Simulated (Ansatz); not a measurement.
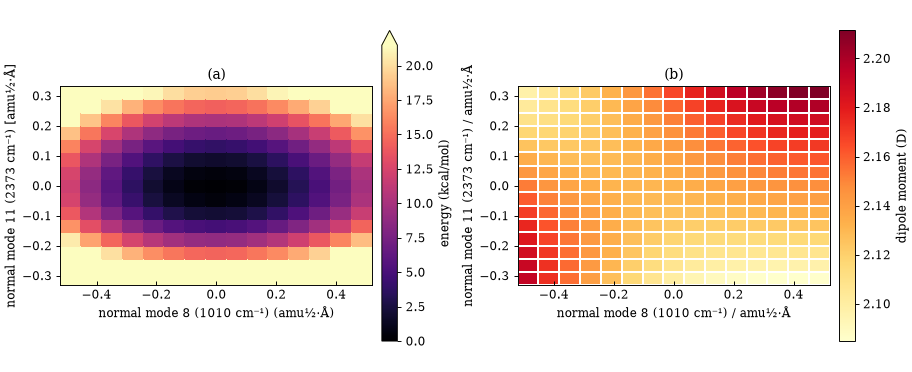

H3OPSi, SMILES O1[SiH2]P1. 
- Coordinates scanned: (1) normal mode 8 (1010 cm⁻¹); (2) normal mode 11 (2373 cm⁻¹).
- Nothing is relaxed (straight displacements along the two mass-weighted modes).
- Grid: 15 × 15 points.
- Points are written as (first, second).
- Energies: kcal/mol, counted from the lowest grid point.
- Computed with RHF/def2-TZVP (Ansatz 0.2.0).

Panel (a) is the energy; panel (b) is the computed dipole moment, in D.

The picture shows one coloured cell a grid point, one colour for all values above the top of the scale.

Q: How does the dipole moment vary over the map, and what is it at the lowest grid point?

A: Leaving out the highest fifth of the energies, it runs from 2.11 D at (0.278 amu½·Å, −0.222 amu½·Å) to 2.20 D at (0.417 amu½·Å, 0.266 amu½·Å). At the lowest grid point, (0.000 amu½·Å, 0.000 amu½·Å), it is 2.13 D.

| second ↓, first → | −0.486 | −0.417 | −0.347 | −0.278 | −0.208 | −0.139 | −0.069 | 0.000 | 0.069 | 0.139 | 0.208 | 0.278 | 0.347 | 0.417 | 0.486 |
| --- | --- | --- | --- | --- | --- | --- | --- | --- | --- | --- | --- | --- | --- | --- | --- |
| 0.311 | 2.10 | 2.10 | 2.11 | 2.12 | 2.13 | 2.14 | 2.15 | 2.17 | 2.18 | 2.19 | 2.20 | 2.20 | 2.21 | 2.21 | 2.21 |
| 0.266 | 2.10 | 2.11 | 2.11 | 2.12 | 2.13 | 2.14 | 2.15 | 2.16 | 2.17 | 2.18 | 2.18 | 2.19 | 2.20 | 2.20 | 2.20 |
| 0.222 | 2.11 | 2.11 | 2.12 | 2.12 | 2.13 | 2.13 | 2.14 | 2.15 | 2.16 | 2.17 | 2.17 | 2.18 | 2.18 | 2.19 | 2.19 |
| 0.178 | 2.12 | 2.12 | 2.12 | 2.12 | 2.13 | 2.13 | 2.14 | 2.15 | 2.15 | 2.16 | 2.17 | 2.17 | 2.18 | 2.18 | 2.18 |
| 0.133 | 2.13 | 2.12 | 2.12 | 2.12 | 2.13 | 2.13 | 2.14 | 2.14 | 2.15 | 2.15 | 2.16 | 2.16 | 2.17 | 2.17 | 2.17 |
| 0.089 | 2.13 | 2.13 | 2.13 | 2.13 | 2.13 | 2.13 | 2.13 | 2.14 | 2.14 | 2.15 | 2.15 | 2.16 | 2.16 | 2.16 | 2.16 |
| 0.044 | 2.14 | 2.14 | 2.13 | 2.13 | 2.13 | 2.13 | 2.13 | 2.14 | 2.14 | 2.14 | 2.15 | 2.15 | 2.15 | 2.15 | 2.15 |
| 0.000 | 2.15 | 2.14 | 2.14 | 2.13 | 2.13 | 2.13 | 2.13 | 2.13 | 2.13 | 2.14 | 2.14 | 2.14 | 2.15 | 2.15 | 2.15 |
| −0.044 | 2.16 | 2.15 | 2.14 | 2.14 | 2.13 | 2.13 | 2.13 | 2.13 | 2.13 | 2.13 | 2.13 | 2.14 | 2.14 | 2.14 | 2.14 |
| −0.089 | 2.17 | 2.16 | 2.15 | 2.14 | 2.13 | 2.13 | 2.13 | 2.13 | 2.13 | 2.13 | 2.13 | 2.13 | 2.13 | 2.13 | 2.13 |
| −0.133 | 2.18 | 2.16 | 2.15 | 2.14 | 2.13 | 2.13 | 2.12 | 2.12 | 2.12 | 2.12 | 2.12 | 2.12 | 2.12 | 2.12 | 2.13 |
| −0.178 | 2.18 | 2.17 | 2.15 | 2.14 | 2.13 | 2.13 | 2.12 | 2.12 | 2.12 | 2.11 | 2.11 | 2.11 | 2.12 | 2.12 | 2.12 |
| −0.222 | 2.19 | 2.17 | 2.16 | 2.14 | 2.13 | 2.12 | 2.12 | 2.11 | 2.11 | 2.11 | 2.11 | 2.11 | 2.11 | 2.11 | 2.11 |
| −0.266 | 2.19 | 2.17 | 2.16 | 2.14 | 2.13 | 2.12 | 2.11 | 2.11 | 2.10 | 2.10 | 2.10 | 2.10 | 2.10 | 2.10 | 2.10 |
| −0.311 | 2.19 | 2.17 | 2.16 | 2.14 | 2.13 | 2.12 | 2.11 | 2.10 | 2.09 | 2.09 | 2.09 | 2.09 | 2.08 | 2.08 | 2.09 |
